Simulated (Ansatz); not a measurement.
One crystal and one scan (scan of one atom of the cell) at two levels, PBE (plane waves to 420 eV, PAW, scalar-relativistic; Ansatz, a quantum-chemistry and plane-wave program) and r2SCAN (plane waves to 500 eV, PAW, scalar-relativistic; Ansatz), each from its own relaxed cell and on its own mesh. The cell shown is that of PBE.

Starting cell, TiO₂ (rutile):

```
TiO2
1.0
    4.64353     0.00000     0.00000
    0.00000     4.64353     0.00000
    0.00000     0.00000     2.96370
Ti O
2 4
Direct
  0.00000   0.00000   0.00000
  0.50000   0.50000   0.50000
  0.30512   0.30512   0.00000
  0.80512   0.19488   0.50000
  0.19488   0.80512   0.50000
  0.69488   0.69488   0.00000
```

Scan: atom 2 (Ti, nearest neighbour O at 1.958 Å; its periodic images, 3.0 Å or more away, move with it) is displaced along Cartesian x, direction (1.000, 0.000, 0.000) in Cartesian axes, by s. The other atoms stay.

The energy includes the smearing's −TS. The PAW data are Ansatz's earlier set. TiO2 is run without spin polarisation. TiO2 was relaxed with its symmetry unable to fall. Percentages come from the unrounded values.

```json
[
 {"quantity": "Lattice constant a (Å)", "PBE": "4.644", "r2SCAN": "4.597", "PBE − r2SCAN": "+0.047 (+1.0 %)"},
 {"quantity": "Lattice constant c (Å)", "PBE": "2.964", "r2SCAN": "2.954", "PBE − r2SCAN": "+0.010 (+0.3 %)"},
 {"quantity": "Relaxed volume (Å³/atom)", "PBE": "10.65", "r2SCAN": "10.41", "PBE − r2SCAN": "+0.24 (+2.3 %)"},
 {"quantity": "Force constant k = d²E/ds² at s = 0 (finite differences) (eV/Å²)", "PBE": "14.58", "r2SCAN": "16.62", "PBE − r2SCAN": "-2.04 (-12 %)"}
]
```

PBE gives the higher value for: lattice constant a; lattice constant c; relaxed volume. PBE gives the lower value for: force constant k = d²E/ds² at s = 0. Both give the same shape of the curve: a single well with its minimum at or next to zero displacement.

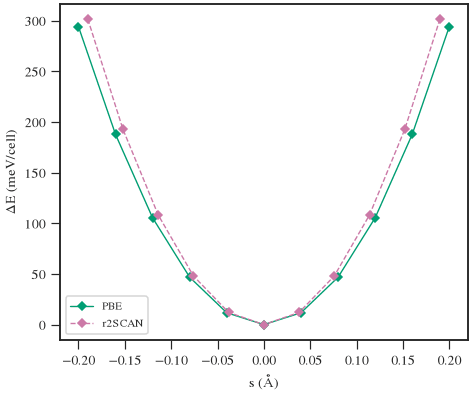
ΔE, each from the undisplaced structure of its own level.

(A displaced cell: forces are minus the slopes of the energy, force constants its curvatures, and phonons follow from these.)
